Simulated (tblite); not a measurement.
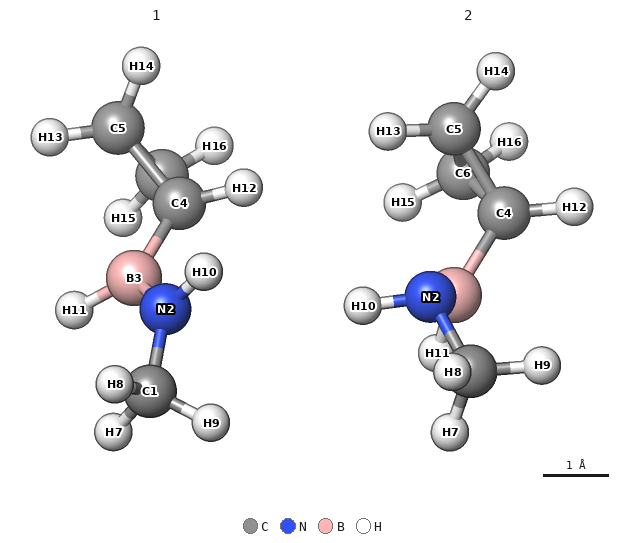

Two geometries of C4H10BN (charge +1, multiplicity 2), drawn at one scale. One is the start of a relaxation, the other its converged end. Style: ball-and-stick. Shown from a free direction.

Level of theory: GFN2-xTB geometry optimisation, gas phase (tblite). 

### Which of the two is the end point?

Structure 1 is the relaxed one. Over 151 geometry steps the energy falls by 33.9 kcal/mol. H10 moves most after the best rigid fit: 2.49 Å. By element the largest moves are H 2.49 Å, N 0.76 Å, C 0.51 Å, B 0.39 Å. Near-neighbour distances that change, for instance: N2–B3 1.514 → 1.389 Å, B3–C4 1.613 → 1.557 Å, C5–C6 1.525 → 1.477 Å, C1–N2 1.471 → 1.424 Å. Bond angles that change, for instance: C1–N2–B3 110.1° → 127.5°, B3–N2–H10 106.7° → 120.2°, B3–C4–C6 114.8° → 126.2°. Groups turn about B3–C4 by about 65°. Cost: 0.67 s on 1 thread of Arm Neoverse V2, with other jobs on the host.
